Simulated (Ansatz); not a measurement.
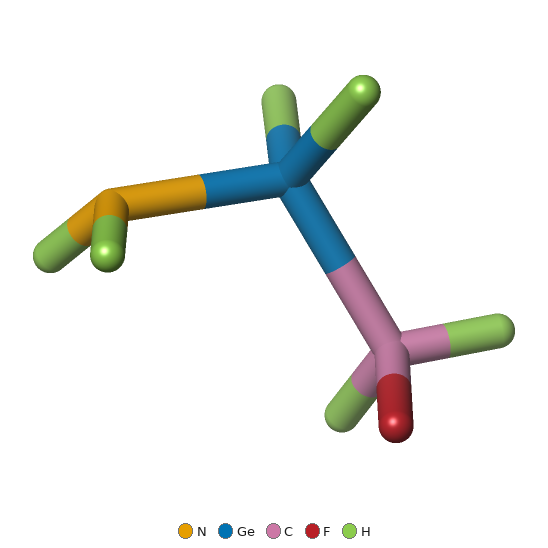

The geometry was computed by an optimisation with PBE0-D4/def2-TZVP. Program: Ansatz 0.2.0.

Tabulate dipole (D), HOMO–LUMO gap (eV) at these levels: B3LYP-D4/def2-TZVPP; PBE-D4/def2-TZVPP; r2SCAN-D4/def2-TZVPP; ωB97M-V/def2-TZVPP.

```
               level  dipole (D)  HOMO–LUMO gap (eV)
 B3LYP-D4/def2-TZVPP        1.39                7.18
   PBE-D4/def2-TZVPP        1.29                5.44
r2SCAN-D4/def2-TZVPP        1.35                6.22
  ωB97M-V/def2-TZVPP        1.39               11.61
```
